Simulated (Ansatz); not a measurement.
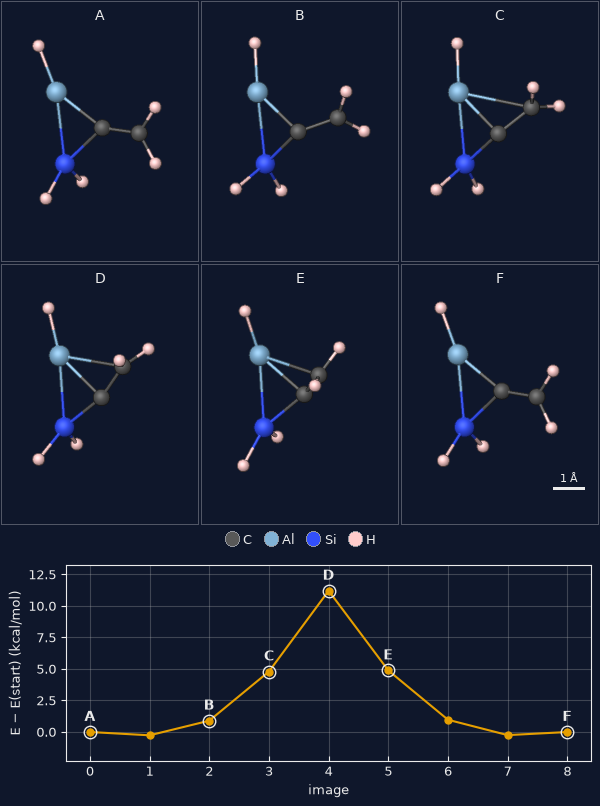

A search for the minimum-energy path of C2H5AlSi by the nudged elastic band. Images are numbered from 0 (start) to 8 (end). Frames A to F are images 0, 2, 3, 4, 5, 8. Style: ball-and-stick. Shown at a tilt.

These are results of Ansatz, RKS PBE/def2-SVP, not measurements.

Input
```yaml
crystal:
  periodic: [false, false, false]
  atoms:
    - { symbol: C, position_ang: [-0.788847, 1.24141, -0.858733] }
    - { symbol: C, position_ang: [-0.000951, 0.281644, -0.324567] }
    - { symbol: Al, position_ang: [1.659586, -0.738064, -0.335561] }
    - { symbol: Si, position_ang: [-0.157158, -0.936976, 1.181659] }
    - { symbol: H, position_ang: [-1.785232, 1.50069, -0.445297] }
    - { symbol: H, position_ang: [-0.48169, 1.827384, -1.747771] }
    - { symbol: H, position_ang: [3.060758, -0.945752, -1.08276] }
    - { symbol: H, position_ang: [-1.272563, -1.951618, 1.072399] }
    - { symbol: H, position_ang: [-0.233914, -0.278727, 2.54064] }
basis:
  gaussian: { orbitals: def2-SVP }
hamiltonian:
  xc: pbe
neb:
  order_check: false
  images: 7
  f_tol: 0.05
  max_iterations: 60
  initial_path: idpp
  final_atoms:
    - { symbol: C, position_ang: [-0.78893368, 1.24219959, -0.85870034] }
    - { symbol: C, position_ang: [0.01072936, 0.30237748, -0.30667459] }
    - { symbol: Al, position_ang: [1.66721043, -0.72507716, -0.32392793] }
    - { symbol: Si, position_ang: [-0.16132578, -0.94274658, 1.17636201] }
    - { symbol: H, position_ang: [-0.47223042, 1.8415313, -1.73565088] }
    - { symbol: H, position_ang: [-1.80376769, 1.47235264, -0.47314228] }
    - { symbol: H, position_ang: [3.06005392, -0.94701413, -1.0828155] }
    - { symbol: H, position_ang: [-1.28530297, -1.94755088, 1.06337109] }
    - { symbol: H, position_ang: [-0.22644417, -0.29608126, 2.54118742] }
```

Run as
```bash
ansatz run input.yaml --threads 1 --pin off --max-ram 2048MiB --backend cpu --events-out ev --progress --plain --runs-dir out
```

Question: What happens along the path, and what is the barrier?

Answer: The motion is an edge inversion through a T-shaped arrangement: the angle C–C–Si opens from 135° to 165° on the way. No bond forms or breaks between the ends. Bond angles that change up to the highest image, for instance: C–C–Al 150.0° → 87.7°, C–C–Si 134.8° → 164.8°. The two ends have the same energy, and the highest point, image 4, lies 11.2 kcal/mol above the start. Image 1 lies below both ends, at −0.3 kcal/mol, which points to an intermediate minimum that so few images don't resolve. The band converged in 16 iterations. The largest component of the band force went from 1.6 to 0.037 eV/Å. The climbing image converged on the top of the path. Its vibrational analysis gives one imaginary mode (277i cm⁻¹), as a transition state must have.

The run took 4.5 min on 1 thread of Arm Neoverse V2 (shared host), peak memory 0.12 GiB.
